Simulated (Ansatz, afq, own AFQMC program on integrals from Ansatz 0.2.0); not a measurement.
# AlC (quartet): AFQMC on the coupled-cluster ladder at distance Al1–C2 = 4.232 Å, cc-pVDZ, part 1 of 2

How near does AFQMC come to the top of the ladder for AlC (quartet)?

Computed with Ansatz 0.2.0, Gaussian basis, and an in-house AFQMC program (afq) on its integrals; all values are calculated. Level: cc-pVDZ, frozen cores.

Plan: Full CI; PBE (unrestricted); r2SCAN (unrestricted); PBE0 (unrestricted); B3LYP (unrestricted); wB97M-V (unrestricted); B2PLYP (unrestricted); CCSD(T) on UHF; Full CI; Full CI (sextet); CCSDT(Q) on UHF; CCSDTQ on UHF; Phaseless AFQMC, CISD trial on UHF; Phaseless AFQMC, single-determinant trial on UHF; Phaseless AFQMC, CISD trial on UHF; Phaseless AFQMC, CID trial on UHF.

5 further runs of the same task are left out: 5 that didn't finish.

**1. The system**

The geometry derives from a PBE0/def2-TZVP stationary point (not a proven minimum). One bond is set to the value named and the two fragments are kept rigid.

2 atoms, charge 0, spin multiplicity 4.

Atoms are counted from 1 here; the program's logs count them from 0.

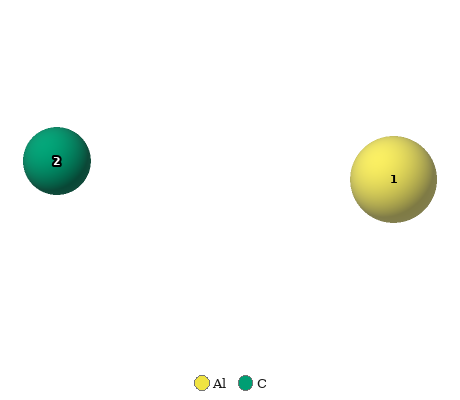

The structure; aluminium yellow, carbon teal; atoms are numbered from 1 in the order of the file.

**2. Full CI**

in.yaml reads:

```yaml
crystal:
  periodic: [false, false, false]
  atoms:
    - {symbol: Al, position_ang: [0.000000, 0.000000, 0.000000]}
    - {symbol: C, position_ang: [0.000000, 0.000000, 4.232000]}
basis:
  gaussian: {orbitals: cc-pVDZ}
magnetization: {spin_polarized: false, initial_magnetization: 3}
correlation: {method: fci, electrons: outside_noble_gas}
```

Started as:

```console
$ ansatz run in.yaml --threads 1 --pin off --events-out ev --progress --plain --max-ram 16896MiB --backend cuda --devices 0, --max-vram 18GiB
```

Output (excerpt; [...] marks lines left out):

```text
Functional definition: HF
  name "HF"
  cite "Fock, Z. Phys. 61, 126 (1930) doi:10.1007/BF01340294"
  parent pbe
[...]
550 factors; integrals over basis functions are off by at most 2.2e-7 eV
[...]
mean field -7607.08695385 eV, -279.5552892852 hartree, gradient 2.5e-6 eV, S^2 3.750000; 22 other end points of the search recorded, 0 dependent functions left out
[...]
determinant -7607.08695385 eV, -279.5552892852 hartree, with singles and doubles -7610.57850516 eV, -279.6836014293 hartree
determinant -7607.03618772 eV, -279.5534236642 hartree, with singles and doubles -7610.51104508 eV, -279.6811223171 hartree
determinant -7607.01979750 eV, -279.5528213348 hartree, with singles and doubles -7610.49343954 eV, -279.6804753255 hartree
determinant -7606.99217106 eV, -279.5518060819 hartree, with singles and doubles -7610.46989294 eV, -279.6796100039 hartree
determinant -7606.92484951 eV, -279.5493320608 hartree, with singles and doubles -7610.40937278 eV, -279.6773859288 hartree
determinant -7604.69603360 eV, -279.4674245868 hartree, with singles and doubles -7608.43848847 eV, -279.6049572663 hartree
determinant -7607.08695385 eV, -279.5552892852 hartree, with singles and doubles -7610.57866092 eV, -279.6836071534 hartree
determinant -7607.03618772 eV, -279.5534236642 hartree, with singles and doubles -7610.51064005 eV, -279.6811074324 hartree
determinant -7607.01979750 eV, -279.5528213348 hartree, with singles and doubles -7610.49336616 eV, -279.6804726288 hartree
determinant -7606.99217106 eV, -279.5518060819 hartree, with singles and doubles -7610.46954604 eV, -279.6795972553 hartree
determinant -7606.92484951 eV, -279.5493320608 hartree, with singles and doubles -7610.40937687 eV, -279.6773860793 hartree
determinant -7604.69603360 eV, -279.4674245868 hartree, with no singles and doubles
6 core orbitals not correlated: weight in the atoms' cores, before any rotation towards them, 1.000 or more for the frozen orbitals, at most 0.000 for the correlated occupied ones
reference -7607.08695385 eV, -279.5552892852 hartree; 5, 2 occupied and 21, 24 virtual orbitals, 550 factors
state -7610.69298013 eV, -279.6878083067 hartree
Total energy: -7610.69298013 eV, -279.6878083067 hartree
```

Run time: 60 s. Hardware: 1 × NVIDIA H100 80GB HBM3 with 1 thread of AMD EPYC 7R13 (Zen 3), shared host; peak host memory 1.5 GiB.

From the report: 5,352,180 determinants, symmetry A2.

**3. PBE (unrestricted)**

in.yaml reads:

```yaml
crystal:
  periodic: [false, false, false]
  atoms:
    - {symbol: Al, position_ang: [0.000000, 0.000000, 0.000000]}
    - {symbol: C, position_ang: [0.000000, 0.000000, 4.232000]}
basis:
  gaussian: {orbitals: cc-pVDZ}
magnetization: {spin_polarized: true, initial_magnetization: 3}
hamiltonian: {xc: {name: PBE}}
output: {orbitals: {seedname: orbitals}}
```

Started as:

```console
$ ansatz run in.yaml --threads 1 --pin off --events-out ev --progress --plain --max-ram 5632MiB --backend cpu
```

Output (excerpt; [...] marks lines left out):

```text
Functional definition: PBE
  name "PBE"
  cite "Perdew, Burke & Ernzerhof, Phys. Rev. Lett. 77, 3865 (1996) doi:10.1103/PhysRevLett.77.3865"
  parent pbe
[...]
315 factors; integrals over basis functions are off by at most 4.4e-4 eV
[...]
mean field -7620.19509222 eV, -280.0370044855 hartree, gradient 2.7e-6 eV, S^2 3.751388; 8 other end points of the search recorded, 0 dependent functions left out
reference -7620.19512537 eV, -280.0370057037 hartree; 11, 8 occupied and 21, 24 virtual orbitals, 315 factors
Total energy: -7620.19512537 eV, -280.0370057037 hartree
```

Run time: 2.6 s. Hardware: 1 thread of AMD EPYC 7R13 (Zen 3), shared host; peak memory 1.5 GiB.

From the report: ⟨S²⟩ of the determinant 3.751 (pure quartet: 3.75).

**4. r2SCAN (unrestricted)**

in.yaml: that of step 3 with these lines changed.

```diff
@@ -8,3 +8,2 @@
 magnetization: {spin_polarized: true, initial_magnetization: 3}
-hamiltonian: {xc: {name: PBE}}
-output: {orbitals: {seedname: orbitals}}
+hamiltonian: {xc: {name: r2SCAN}}
```

The command is unchanged.

Output (excerpt; [...] marks lines left out):

```text
Functional definition: r2SCAN
  name "r2SCAN"
  cite "Furness, Kaplan, Ning, Perdew & Sun, J. Phys. Chem. Lett. 11, 8208 (2020) doi:10.1021/acs.jpclett.0c02405"
  cite "Furness, Kaplan, Ning, Perdew & Sun, J. Phys. Chem. Lett. 11, 9248 (2020) doi:10.1021/acs.jpclett.0c03077"
  parent r2scan
[...]
315 factors; integrals over basis functions are off by at most 4.4e-4 eV
[...]
mean field -7623.85624681 eV, -280.1715494349 hartree, gradient 1.5e-6 eV, S^2 3.759536; 12 other end points of the search recorded, 0 dependent functions left out
reference -7623.85625935 eV, -280.1715498956 hartree; 11, 8 occupied and 21, 24 virtual orbitals, 315 factors
Total energy: -7623.85625935 eV, -280.1715498956 hartree
```

Wall time 7.5 s (1 thread of AMD EPYC 7R13 (Zen 3), shared host); peak memory 1.5 GiB.

From the report: ⟨S²⟩ of the determinant 3.760 (pure quartet: 3.75).

**5. PBE0 (unrestricted)**

in.yaml: that of step 4 with these lines changed.

```diff
@@ -8,2 +8,3 @@
 magnetization: {spin_polarized: true, initial_magnetization: 3}
-hamiltonian: {xc: {name: r2SCAN}}
+hamiltonian: {xc: {name: PBE0}}
+output: {orbitals: {seedname: orbitals}}
```

Same command.

Output:

```text
Functional definition: PBE0
  name "PBE0"
  cite "Adamo & Barone, J. Chem. Phys. 110, 6158 (1999) doi:10.1063/1.478522"
  cite "Perdew, Burke & Ernzerhof, Phys. Rev. Lett. 77, 3865 (1996) doi:10.1103/PhysRevLett.77.3865"
  parent pbe
  parameter a = 0.25
  parameter kappa = 0.804
  parameter beta = 0.06672455060314922
  exchange = (1 - a)*pbe_x(kappa = kappa, mu = beta*pi^2/3) + a*exact_x
  correlation = pbe_c(beta = beta)
315 factors; integrals over basis functions are off by at most 4.4e-4 eV
mean field evaluation 1: about -7616.3873 eV, gradient 1.7e1 eV
mean field evaluation 2: about -7531.8876 eV, gradient 4.0e1 eV
mean field evaluation 4: about -7588.2290 eV, gradient 3.3e1 eV
mean field evaluation 8: about -7617.4647 eV, gradient 1.2e1 eV
mean field evaluation 16: about -7620.8010 eV, gradient 6.4e-6 eV
mean field -7620.80100941 eV, -280.0592715315 hartree, gradient 7.5e-6 eV, S^2 3.756459; 2 other end points of the search recorded, 0 dependent functions left out
reference -7620.80103441 eV, -280.0592724500 hartree; 11, 8 occupied and 21, 24 virtual orbitals, 315 factors
Total energy: -7620.80103441 eV, -280.0592724500 hartree
```

It took 0.93 s on 1 thread of AMD EPYC 7R13 (Zen 3), shared host; peak memory 1.5 GiB.

From the report: ⟨S²⟩ of the determinant 3.756 (pure quartet: 3.75).

**6. B3LYP (unrestricted)**

in.yaml: that of step 5 with these lines changed.

```diff
@@ -8,3 +8,2 @@
 magnetization: {spin_polarized: true, initial_magnetization: 3}
-hamiltonian: {xc: {name: PBE0}}
-output: {orbitals: {seedname: orbitals}}
+hamiltonian: {xc: {name: B3LYP}}
```

The command is unchanged.

Output (excerpt; [...] marks lines left out):

```text
Functional definition: B3LYP
  name "B3LYP"
  cite "Stephens, Devlin, Chabalowski & Frisch, J. Phys. Chem. 98, 11623 (1994) doi:10.1021/j100096a001"
  cite "Becke, Phys. Rev. A 38, 3098 (1988) doi:10.1103/PhysRevA.38.3098"
  cite "Lee, Yang & Parr, Phys. Rev. B 37, 785 (1988) doi:10.1103/PhysRevB.37.785"
  cite "Vosko, Wilk & Nusair, Can. J. Phys. 58, 1200 (1980) doi:10.1139/p80-159"
[...]
315 factors; integrals over basis functions are off by at most 4.4e-4 eV
[...]
mean field -7625.98223610 eV, -280.2496781002 hartree, gradient 4.3e-6 eV, S^2 3.754973; 5 other end points of the search recorded, 0 dependent functions left out
reference -7625.98243329 eV, -280.2496853467 hartree; 11, 8 occupied and 21, 24 virtual orbitals, 315 factors
Total energy: -7625.98243329 eV, -280.2496853467 hartree
```

Wall time 1.4 s (1 thread of AMD EPYC 7R13 (Zen 3), shared host); peak memory 1.5 GiB.

From the report: ⟨S²⟩ of the determinant 3.755 (pure quartet: 3.75).

**7. wB97M-V (unrestricted)**

in.yaml: that of step 6 with these lines changed.

```diff
@@ -8,2 +8,3 @@
 magnetization: {spin_polarized: true, initial_magnetization: 3}
-hamiltonian: {xc: {name: B3LYP}}
+hamiltonian: {xc: {name: wB97M-V}}
+output: {orbitals: {seedname: orbitals}}
```

Same command.

Output (excerpt; [...] marks lines left out):

```text
Functional definition: wB97M-V
  name "wB97M-V"
  cite "Mardirossian & Head-Gordon, J. Chem. Phys. 144, 214110 (2016) doi:10.1063/1.4952647"
  cite "Becke, J. Chem. Phys. 107, 8554 (1997) doi:10.1063/1.475007"
  cite "Vydrov & Van Voorhis, J. Chem. Phys. 133, 244103 (2010) doi:10.1063/1.3521275"
  # Of w^i u^j: cxij and so on, Table III.
[...]
  gx(w, u) = 1 - cx + cx01*u + cx10*w
  gss(w, u) = css00 + css04*u^4 + css10*w + css20*w^2 + css43*w^4*u^3
  gos(w, u) = cos00 + cos10*w + (cos20 + cos21*u)*w^2 + (cos60 + cos61*u)*w^6
[...]
      + integral(e_c_pw_mod_opposite_spin*gos(b97_w_opposite, b97_u_opposite)) + vv10(b, c)
315 factors; integrals over basis functions are off by at most 4.4e-4 eV
105 factors; integrals over basis functions are off by at most 5.3e-5 eV
[...]
mean field -7624.46124744 eV, -280.1937827979 hartree, gradient 9.6e-6 eV, S^2 3.753118; 2 other end points of the search recorded, 0 dependent functions left out
reference -7624.46128031 eV, -280.1937840059 hartree; 11, 8 occupied and 21, 24 virtual orbitals, 315 factors
Total energy: -7624.46128031 eV, -280.1937840059 hartree
```

Wall time 3 s (1 thread of AMD EPYC 7R13 (Zen 3), shared host); peak memory 1.5 GiB.

From the report: ⟨S²⟩ of the determinant 3.753 (pure quartet: 3.75).

**8. B2PLYP (unrestricted)**

in.yaml: that of step 7 with these lines changed.

```diff
@@ -8,3 +8,3 @@
 magnetization: {spin_polarized: true, initial_magnetization: 3}
-hamiltonian: {xc: {name: wB97M-V}}
-output: {orbitals: {seedname: orbitals}}
+hamiltonian: {xc: {name: B2PLYP}}
+correlation: {electrons: outside_noble_gas}
```

Launched as before.

Output (excerpt; [...] marks lines left out):

```text
Functional definition: B2PLYP
  name "B2PLYP"
  cite "Grimme, J. Chem. Phys. 124, 034108 (2006) doi:10.1063/1.2148954"
  cite "Becke, Phys. Rev. A 38, 3098 (1988) doi:10.1103/PhysRevA.38.3098"
  cite "Lee, Yang & Parr, Phys. Rev. B 37, 785 (1988) doi:10.1103/PhysRevB.37.785"
[...]
315 factors; integrals over basis functions are off by at most 4.4e-4 eV
[...]
mean field -7620.22229627 eV, -280.0380042157 hartree, gradient 1.8e-6 eV, S^2 3.760161; 6 other end points of the search recorded, 0 dependent functions left out
6 core orbitals not correlated: weight in the atoms' cores, before any rotation towards them, 1.000 or more for the frozen orbitals, at most 0.000 for the correlated occupied ones
reference -7620.22242219 eV, -280.0380088431 hartree; 5, 2 occupied and 21, 24 virtual orbitals, 315 factors
second order -3.03924863 eV of doubles, -0.00000000 eV of singles
Total energy: -7621.04301932 eV, -280.0681652314 hartree
```

Run time: 1.6 s. Hardware: 1 thread of AMD EPYC 7R13 (Zen 3), shared host; peak memory 1.5 GiB.

From the report: ⟨S²⟩ of the determinant 3.760 (pure quartet: 3.75).

**9. CCSD(T) on UHF**

in.yaml: that of step 8 with these lines changed.

```diff
@@ -8,3 +8,2 @@
 magnetization: {spin_polarized: true, initial_magnetization: 3}
-hamiltonian: {xc: {name: B2PLYP}}
-correlation: {electrons: outside_noble_gas}
+correlation: {method: ccsd_t, electrons: outside_noble_gas, hamiltonian_folder: ham}
```

Started as:

```console
$ ansatz run in.yaml --threads 1 --pin off --events-out ev --progress --plain --max-ram 16896MiB --backend cuda --devices 0, --max-vram 18GiB
```

Output (excerpt; [...] marks lines left out):

```text
Functional definition: HF
  name "HF"
  cite "Fock, Z. Phys. 61, 126 (1930) doi:10.1007/BF01340294"
  parent pbe
[...]
315 factors; integrals over basis functions are off by at most 4.4e-4 eV
[...]
mean field -7607.28526225 eV, -279.5625769845 hartree, gradient 2.9e-6 eV, S^2 3.771178; 37 other end points of the search recorded, 0 dependent functions left out
determinant -7607.28526225 eV, -279.5625769845 hartree, with singles and doubles -7610.58546760 eV, -279.6838572941 hartree
determinant -7607.23945387 eV, -279.5608935576 hartree, with singles and doubles -7610.51810183 eV, -279.6813816478 hartree
determinant -7607.22424888 eV, -279.5603347845 hartree, with singles and doubles -7610.50056136 eV, -279.6807370476 hartree
determinant -7607.19962365 eV, -279.5594298240 hartree, with singles and doubles -7610.47703366 eV, -279.6798724204 hartree
[...]
determinant -7607.23945387 eV, -279.5608935576 hartree, with singles and doubles -7610.51747307 eV, -279.6813585414 hartree
determinant -7607.22424888 eV, -279.5603347845 hartree, with singles and doubles -7610.50039350 eV, -279.6807308786 hartree
determinant -7607.19962365 eV, -279.5594298240 hartree, with singles and doubles -7610.47662156 eV, -279.6798572762 hartree
determinant -7607.13133091 eV, -279.5569201122 hartree, with singles and doubles -7610.41647770 eV, -279.6776470298 hartree
6 core orbitals not correlated: weight in the atoms' cores, before any rotation towards them, 1.000 or more for the frozen orbitals, at most 0.000 for the correlated occupied ones
reference -7607.28526225 eV, -279.5625769845 hartree; 5, 2 occupied and 21, 24 virtual orbitals, 315 factors
second order -2.27748725 eV of doubles, -0.00000000 eV of singles
cycle   1  -3.29982421 eV  change   -2.4e-6 eV  update   2.7e-6
perturbative correction -0.04971262 eV, -0.0018269053 hartree
Total energy: -7610.63479908 eV, -279.6856701927 hartree
```

Run time: 22 s. Hardware: 1 × NVIDIA H100 80GB HBM3 with 1 thread of AMD EPYC 7R13 (Zen 3), shared host; peak host memory 1.5 GiB.

From the report: ⟨S²⟩ of the determinant 3.771 (pure quartet: 3.75); correlation -3.3495 eV; T1 0.019; largest double amplitude 0.11.

This run also writes the integrals to the folder ham.

**10. Full CI**

in.yaml reads:

```yaml
hamiltonian:
  integrals:
    folder: ../ham
correlation: {method: fci}
```

Launched as before.

Output:

```text
Functional definition: HF
  name "HF"
  cite "Fock, Z. Phys. 61, 126 (1930) doi:10.1007/BF01340294"
  parent pbe
  exchange = exact_x
  correlation = 0
reference -7607.28526225 eV, -279.5625769845 hartree; 5, 2 occupied and 21, 24 virtual orbitals, 315 factors
state -7610.69410609 eV, -279.6878496852 hartree
Total energy: -7610.69410609 eV, -279.6878496852 hartree
```

Run time: 32 s. Hardware: 1 × NVIDIA H100 80GB HBM3 with 1 thread of AMD EPYC 7R13 (Zen 3), shared host; peak host memory 1.5 GiB.

From the report: 5,352,180 determinants.

**11. Full CI (sextet)**

in.yaml reads:

```yaml
crystal:
  periodic: [false, false, false]
  atoms:
    - {symbol: Al, position_ang: [0.000000, 0.000000, 0.000000]}
    - {symbol: C, position_ang: [0.000000, 0.000000, 4.232000]}
basis:
  gaussian: {orbitals: cc-pVDZ}
magnetization: {spin_polarized: false, initial_magnetization: 5}
correlation: {method: fci, electrons: outside_noble_gas}
```

Same command.

Output (excerpt; [...] marks lines left out):

```text
Functional definition: HF
  name "HF"
  cite "Fock, Z. Phys. 61, 126 (1930) doi:10.1007/BF01340294"
  parent pbe
[...]
551 factors; integrals over basis functions are off by at most 1.6e-7 eV
[...]
mean field -7604.72907188 eV, -279.4686387212 hartree, gradient 2.0e-6 eV, S^2 8.750000; 23 other end points of the search recorded, 0 dependent functions left out
[...]
determinant -7604.72907188 eV, -279.4686387212 hartree, with singles and doubles -7607.14500904 eV, -279.5574227741 hartree
determinant -7604.72744272 eV, -279.4685788505 hartree, with singles and doubles -7607.15561024 eV, -279.5578123609 hartree
determinant -7604.51688913 eV, -279.4608411488 hartree, with singles and doubles -7606.59043400 eV, -279.5370425173 hartree
determinant -7604.72907188 eV, -279.4686387212 hartree, with singles and doubles -7607.14507070 eV, -279.5574250400 hartree
determinant -7604.72744272 eV, -279.4685788505 hartree, with singles and doubles -7607.15548880 eV, -279.5578078982 hartree
6 core orbitals not correlated: weight in the atoms' cores, before any rotation towards them, 1.000 or more for the frozen orbitals, at most 0.000 for the correlated occupied ones
reference -7604.72907188 eV, -279.4686387212 hartree; 6, 1 occupied and 20, 25 virtual orbitals, 551 factors
state -7607.22466206 eV, -279.5603499687 hartree
6 core orbitals not correlated: weight in the atoms' cores, before any rotation towards them, 1.000 or more for the frozen orbitals, at most 0.000 for the correlated occupied ones
state -7607.22513118 eV, -279.5603672083 hartree
Total energy: -7607.22513118 eV, -279.5603672083 hartree
```

Wall time 54 s (1 × NVIDIA H100 80GB HBM3 with 1 thread of AMD EPYC 7R13 (Zen 3), shared host); peak host memory 1.5 GiB.

From the report: 1,496,572 determinants, symmetry B2.

**12. CCSDT(Q) on UHF**

in.yaml reads:

```yaml
crystal:
  periodic: [false, false, false]
  atoms:
    - {symbol: Al, position_ang: [0.000000, 0.000000, 0.000000]}
    - {symbol: C, position_ang: [0.000000, 0.000000, 4.232000]}
basis:
  gaussian: {orbitals: cc-pVDZ}
magnetization: {spin_polarized: true, initial_magnetization: 3}
correlation: {method: ccsdt_q, electrons: outside_noble_gas}
```

Launched as before.

Output (excerpt; [...] marks lines left out):

```text
Functional definition: HF
  name "HF"
  cite "Fock, Z. Phys. 61, 126 (1930) doi:10.1007/BF01340294"
  parent pbe
[...]
550 factors; integrals over basis functions are off by at most 2.2e-7 eV
[...]
mean field -7607.28533554 eV, -279.5625796780 hartree, gradient 5.1e-7 eV, S^2 3.771179; 37 other end points of the search recorded, 0 dependent functions left out
determinant -7607.28533554 eV, -279.5625796780 hartree, with singles and doubles -7610.58555615 eV, -279.6838605483 hartree
determinant -7607.23950723 eV, -279.5608955184 hartree, with singles and doubles -7610.51817313 eV, -279.6813842680 hartree
determinant -7607.22430685 eV, -279.5603369150 hartree, with singles and doubles -7610.50063738 eV, -279.6807398412 hartree
determinant -7607.19967160 eV, -279.5594315861 hartree, with singles and doubles -7610.47709905 eV, -279.6798748233 hartree
[...]
determinant -7607.22430685 eV, -279.5603369150 hartree, with singles and doubles -7610.50046972 eV, -279.6807336798 hartree
determinant -7607.19967160 eV, -279.5594315861 hartree, with singles and doubles -7610.47668679 eV, -279.6798596732 hartree
determinant -7607.13140111 eV, -279.5569226920 hartree, with singles and doubles -7610.41656376 eV, -279.6776501924 hartree
6 core orbitals not correlated: weight in the atoms' cores, before any rotation towards them, 1.000 or more for the frozen orbitals, at most 0.000 for the correlated occupied ones
reference -7607.28533554 eV, -279.5625796780 hartree; 5, 2 occupied and 21, 24 virtual orbitals, 550 factors
second order -2.27750789 eV of doubles, -0.00000000 eV of singles
cycle   1  -2.93206555 eV  change   -6.5e-1 eV  update   8.1e-2
[...]
cycle  38  -3.38439856 eV  change   -1.3e-7 eV  update   6.5e-7
perturbative correction -0.00888018 eV, -0.0003263407 hartree
Total energy: -7610.67861428 eV, -279.6872803716 hartree
```

Run time: 5.5 s. Hardware: 1 × NVIDIA H100 80GB HBM3 with 1 thread of AMD EPYC 7R13 (Zen 3), shared host; peak host memory 1.5 GiB.

From the report: ⟨S²⟩ of the determinant 3.771 (pure quartet: 3.75); correlation -3.3933 eV; T1 0.030; largest double amplitude 0.18.

(Continued in part 2 of 2.)
